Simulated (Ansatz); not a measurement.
The figure comes from a scan of GaP (zinc blende): volume and axial ratio are varied about the relaxed values (subscript 0). These are PBE (plane waves to 420 eV, PAW, scalar-relativistic; Ansatz, a program for electronic structure) values and carry that method's errors. k mesh 10×10×10 (Γ-centred), Fermi-Dirac smearing 0.05 eV. The energy includes the smearing's −TS. GaP was relaxed with its symmetry unable to fall. The PAW data are Ansatz's earlier set. The zero of ΔE is the relaxed starting cell.

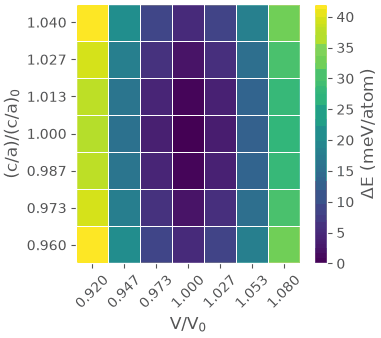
Fig. 1. ΔE (meV/atom), one tile a computed point.

**Question.** List the plotted points as numbers.

**Answer.** To the nearest 5:

ΔE (meV/atom), with V/V₀ across and (c/a)/(c/a)₀ down:

```tsv
(c/a)/(c/a)₀ \ V/V₀	0.920	0.947	0.973	1.000	1.027	1.053	1.080
0.960	40	20	10	5	10	20	35
0.973	40	20	5	0	5	15	30
0.987	40	15	5	0	5	15	30
1.000	35	15	5	0	5	15	30
1.013	40	15	5	0	5	15	30
1.027	40	20	5	0	5	15	30
1.040	40	20	10	5	10	20	35
```

(A scan under strain: stresses follow from slopes of the energy per volume, elastic moduli from its curvatures.)
